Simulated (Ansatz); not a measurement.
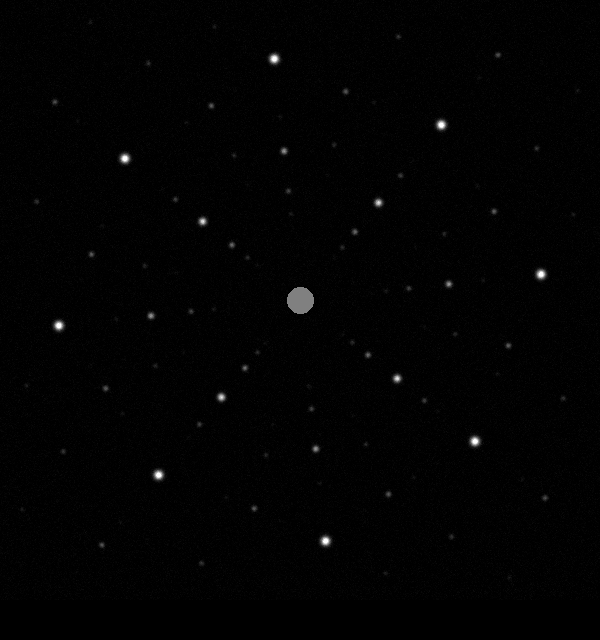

Simulated back-reflection Laue pattern (white X-rays, 0.45 to 2.2 Å, flat plate covering ±45° about the beam, kinematic intensities, seen from the source).

Q: Which symmetry elements lie along the beam?

A: 4mm: a fourfold axis with mirror lines.

The crystal is Cr, space group Im-3m (No. 229), a = 2.81 Å. Structure: the input geometry of an electronic-structure calculation (not necessarily at equilibrium).

Q: Which direction points towards the source?

A: [001] or one equivalent to it by a rotation of the Laue group. In Laue class m-3m no other family of directions with a member of indices 0 and ±1 has this symmetry.
